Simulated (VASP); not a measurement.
Band structure of Te (trig). Calculation: optB88-vdW, VASP's PBE PAW potentials (set 64) (plane waves; VASP 6.6.1).

Unless said otherwise, spin-orbit coupling is left out, though it shifts the bands of the heavy elements here.

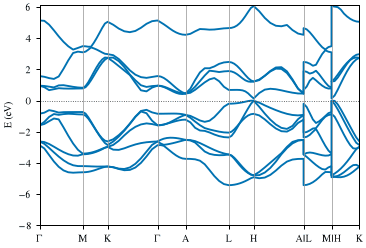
Fig. 1. Bands along high-symmetry lines, zero at the valence-band maximum or, without a gap, the Fermi level

Task: Read the plot: is there a gap, and where are the band edges?

Result: The gap is indirect, 0.14 eV, from the valence maximum at L-H at 0.89 to the conduction minimum at H. (Edges off the drawn lines would not show.)

The compound is Te in the trig structure. It was relaxed first.
